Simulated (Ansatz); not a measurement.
# C2H4BN: basis-set convergence

Aim: see how fast density functionals converge with the basis set for C2H4BN.

The runs use Ansatz 0.2.0, Gaussian basis; one geometry, several basis sets.

Levels to be run: PBE0-D4/def2-SVP; ωB97M-V/def2-SVP; PBE0-D4/def2-QZVPP; ωB97M-V/def2-QZVPP; the functionals' def2-TZVPP values are taken from earlier runs.

**1. The relaxed structure**

The geometry comes from an earlier relaxation with PBE0-D4 in a triple-zeta def2 set; it is a stationary point, not always the lowest conformer.

SMILES `BN=C=C`, 8 atoms, charge 0, spin multiplicity 1.

Atoms are counted from 1 here; the program's logs count them from 0.

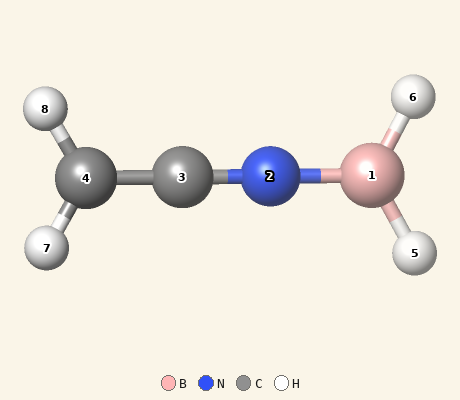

The structure; boron pink, nitrogen blue, carbon grey, hydrogen white; atoms are numbered from 1 in the order of the file.

**2. PBE0-D4 in def2-SVP**

Input file in.yaml:

```yaml
crystal:
  periodic: [false, false, false]
  atoms:
    - {symbol: B, position_ang: [-0.734758, 1.688356, -0.592746]}
    - {symbol: N, position_ang: [-0.205503, 0.486121, -0.177361]}
    - {symbol: C, position_ang: [0.253560, -0.556952, 0.183021]}
    - {symbol: C, position_ang: [0.756170, -1.698973, 0.577560]}
    - {symbol: H, position_ang: [-0.924148, 1.855052, -1.760089]}
    - {symbol: H, position_ang: [-0.983463, 2.516830, 0.230732]}
    - {symbol: H, position_ang: [0.991522, -2.468439, -0.144970]}
    - {symbol: H, position_ang: [0.938719, -1.879096, 1.628153]}
basis:
  gaussian: {orbitals: def2-SVP}
hamiltonian: {xc: pbe0, dispersion: d4}
output: {orbitals: {seedname: orbitals}}
```

Started as:

```console
> ansatz run in.yaml --threads 2 --pin off --events-out ev --progress --plain --max-ram 4352MiB
```

Further steps of the session: ωB97M-V in def2-SVP; PBE0-D4 in def2-QZVPP; ωB97M-V in def2-QZVPP.

Before running them: what should the planned runs give, taken together? Wanted: PBE0-D4: double and triple zeta above quadruple; ωB97M-V: double and triple zeta above quadruple.

As calculated:

```
                                       quantity          value
PBE0-D4: double and triple zeta above quadruple  4.96, 0.24 eV
ωB97M-V: double and triple zeta above quadruple  5.18, 0.22 eV
```

For PBE0-D4 the step from double to triple zeta gains 4.72 eV and the next only 0.24 eV. These are total energies; as a rule much of such shifts cancels in differences, which this series doesn't test.
